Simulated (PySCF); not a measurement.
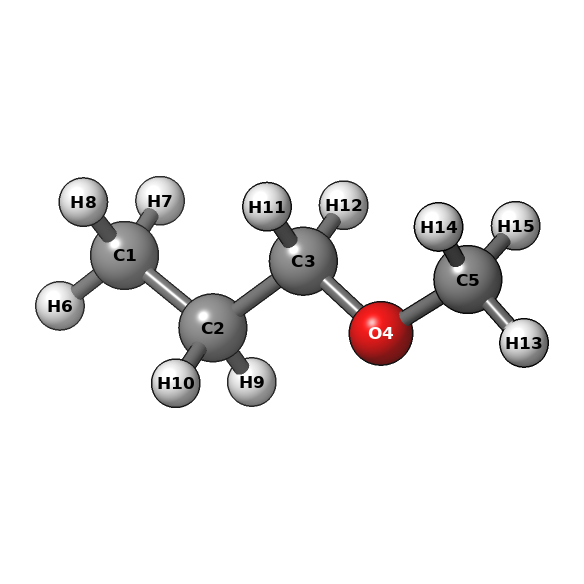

The geometry was computed by an optimisation with PBE0-D3(BJ)/def2-SVP. No frequency run is at hand to confirm it as a minimum. Method: delta-SCF UKS SCAN, pcX-2 on the ionised atom, pcseg-1 elsewhere, spin-free X2C (PySCF 2.14.0).

Give the core-electron binding energies (to vacuum) of C1 1s, C2 1s, C3 1s, O4 1s, C5 1s.

```json
{"atom": "C1", "level": "1s", "binding energy (eV)": "290.7"}
{"atom": "C2", "level": "1s", "binding energy (eV)": "290.6"}
{"atom": "C3", "level": "1s", "binding energy (eV)": "291.9"}
{"atom": "O4", "level": "1s", "binding energy (eV)": "538.3"}
{"atom": "C5", "level": "1s", "binding energy (eV)": "292.1"}
```
